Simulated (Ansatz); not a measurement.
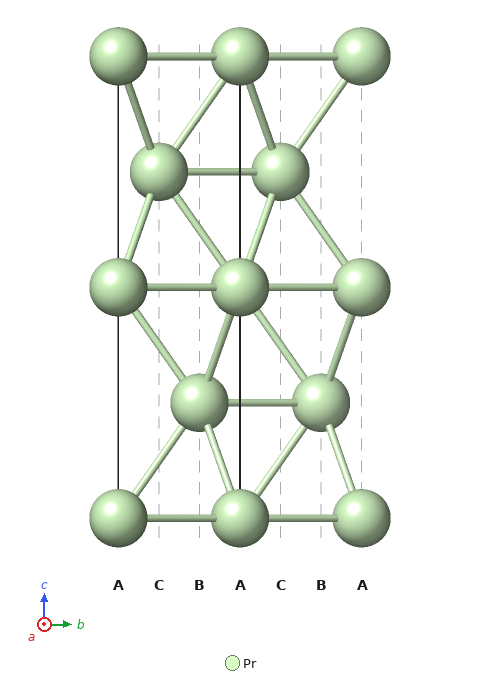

The picture looks along a close-packed row of the hexagonal mesh; c points upwards. The dashed lines mark the three columns A (0, 0), B (1/3, 2/3) and C (2/3, 1/3). The sequence starts with the first layer at or above the cell's origin.

The compound is Pr, taken as the end point of a relaxation with DFT PBEsol, scalar-relativistic, plane waves, PAW (Ansatz 0.2.0).

Question: Give the sequence of layers in one repeat, with element and column.

Answer: Pr(A) – Pr(B) – Pr(A) – Pr(C) (four layers in 10.52 Å).

Question: Taking all atoms as equal spheres, what packing is it?

Answer: As equal spheres, ABAC: a mixed close packing, (ch) in Jagodzinski's notation.

Question: What short polytype symbol fits?

Answer: Polytype symbol 4H, Ramsdell's symbol (number of layers in the repeat and lattice).

Heights of the layers:

| layer | atoms (column) | height (Å) | to next (Å) |
| --- | --- | --- | --- |
| 1 | Pr(A) | 0.00 | 2.63 |
| 2 | Pr(B) | 2.63 | 2.63 |
| 3 | Pr(A) | 5.26 | 2.63 |
| 4 | Pr(C) | 7.89 | 2.63 |
